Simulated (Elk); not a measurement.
Band structure of LaPt5 (P6/mmm, 6 atoms in the cell).

```
CELL_PARAMETERS angstrom
      5.42855     0.00000     0.00000
     -2.71428     4.70126     0.00000
      0.00000     0.00000     4.39333
ATOMIC_POSITIONS crystal
  La 0.00000 0.00000 0.00000
  Pt 0.33333 0.66667 0.00000
  Pt 0.66667 0.33333 0.00000
  Pt 0.50000 0.00000 0.50000
  Pt 0.50000 0.50000 0.50000
  Pt 0.00000 0.50000 0.50000
```

Method: Elk with LDA (PW92), all-electron FP-LAPW, Elk's shipped species files, default APW+lo basis.

Settings: stype = 0; swidth = 0.00367493 Ha; ngridk = 6 6 7; rmtscf = 0.85; maxscl = 100.

The starting cell comes from a database of computed structures (which also holds hypothetical and non-ambient phases and stackings), without a prior relaxation at this level. Spin-orbit coupling is off. Spin polarisation is off. Values depend on the basis (sphere radii, cutoffs, local orbitals), which need not be converged.

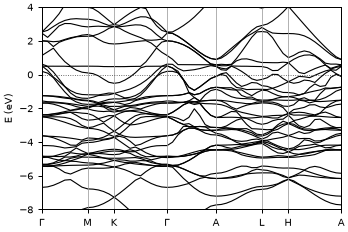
Figure. Bands along the path, energies from the Fermi level.

Levels in eV from the Fermi level, bands 77 to 84:
| point | 77 | 78 | 79 | 80 | 81 | 82 | 83 | 84 |
|---|---|---|---|---|---|---|---|---|
| Γ | -1.25 | 0.19 | 0.51 | 0.51 | 0.62 | 1.13 | 2.00 | 2.00 |
| M | -1.56 | -1.53 | -1.41 | -1.20 | 0.09 | 0.49 | 2.27 | 2.37 |
| K | -1.65 | -1.44 | -1.12 | -1.12 | -0.52 | 0.47 | 1.81 | 2.84 |
| A | -0.76 | -0.76 | -0.11 | -0.11 | 0.48 | 0.48 | 0.56 | 0.58 |
| L | -1.52 | -0.92 | -0.88 | -0.66 | -0.29 | 0.47 | 0.71 | 2.55 |
| H | -1.31 | -1.31 | -1.07 | -0.43 | -0.43 | 0.70 | 0.70 | 1.00 |

Bands cross the Fermi level along this path, so the cell is metallic at this level.
